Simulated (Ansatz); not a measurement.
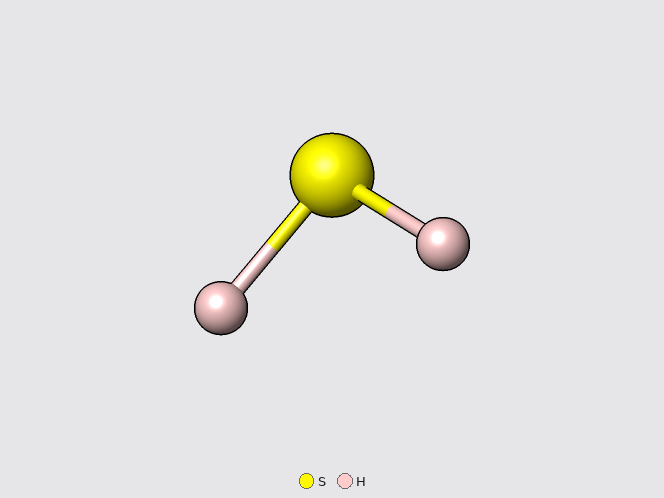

Ball-and-stick drawing of a structure.

Computed geometry: PBE0-D4/def2-TZVP optimisation.

Count the atoms of each element.

H₂S, 3 atoms: 2 hydrogen and 1 sulfur.

Give the symmetry (Schoenflies symbol).

C2v.

How many bonds of each kind are drawn?

2 S–H. Sticks follow a distance rule.

More results for the same structure follow; atom numbers are the same in all pictures, views and colours differ.

## Shape

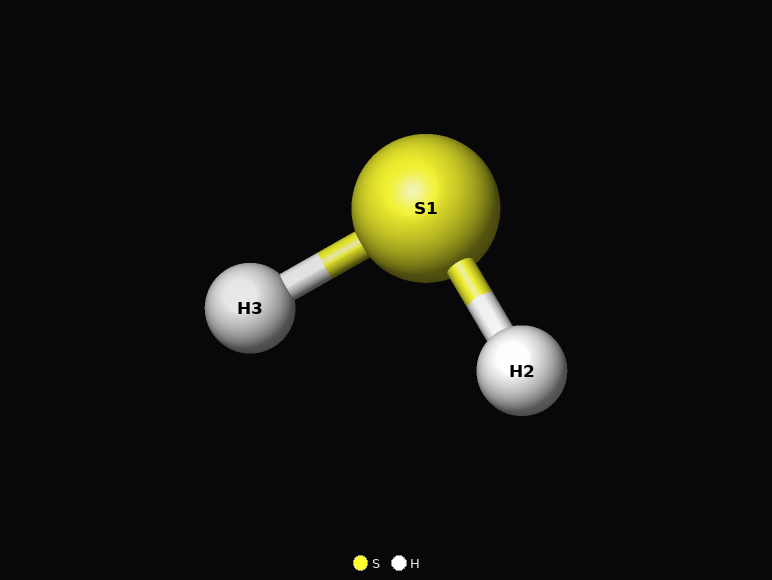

Atoms carry their numbers in the input.

Which atoms are bonded, and how long are the bonds?

```csv
bond,length (Å)
S1–H2,1.341
S1–H3,1.341
```

## Vibrations

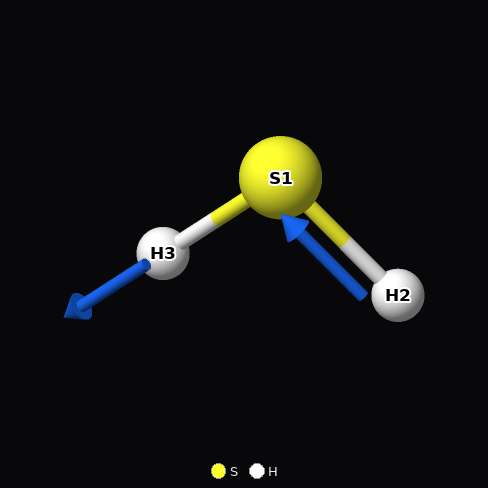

The arrows show one normal mode. Harmonic vibrations computed with RKS PBE0-D4/def2-TZVP (Ansatz 0.2.0) at a stationary point of the same level.

Describe the motion.

Mostly out-of-phase stretching of 2 S–H bonds.

At what wavenumber does it lie?

2740 cm⁻¹; it is mode 3 of 3 counted from the lowest.

## Dipole moment

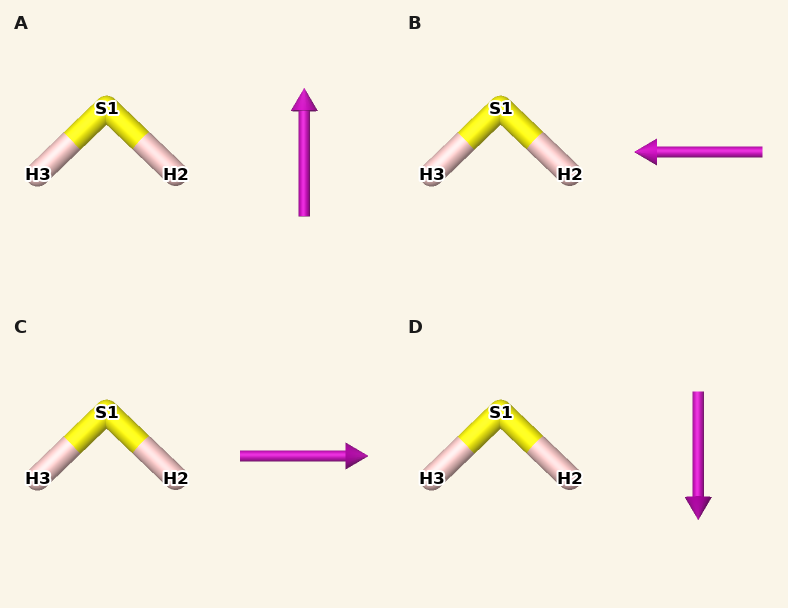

The same molecule four times, each with an arrow. Method: RKS PBE0-D4/def2-TZVP (Ansatz 0.2.0).

Which arrow points along the dipole moment, from the negative to the positive end?

D. The dipole moment is 1.16 D; it points from the side of S1 to the side of H2, H3 (the outermost atoms at the two ends).

## Thermal motion

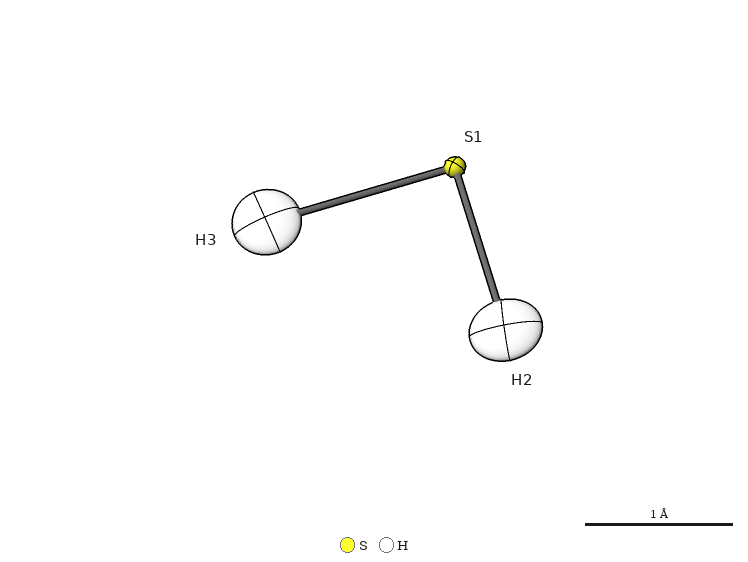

Displacement ellipsoids at the 50 % level, enlarged 2 times, from the internal vibrations of the free molecule (harmonic, no overall translation or rotation; no half-axis is drawn under 0.075 Å). Vibrations computed with RKS PBE0-D4/def2-TZVP (Ansatz 0.2.0). Temperature: 298 K.

Which atom has the largest mean-square displacement?

H2, H3, with U_eq = 0.0042 Å².

Give the displacement parameters, one line for each set of equivalent atoms.

| atom | U_eq (Å²) | rms amplitudes (Å) |
| --- | --- | --- |
| S1 | < 0.00001 | 0.000, 0.002, 0.004 |
| H2, H3 | 0.0042 | 0.000, 0.077, 0.082 |
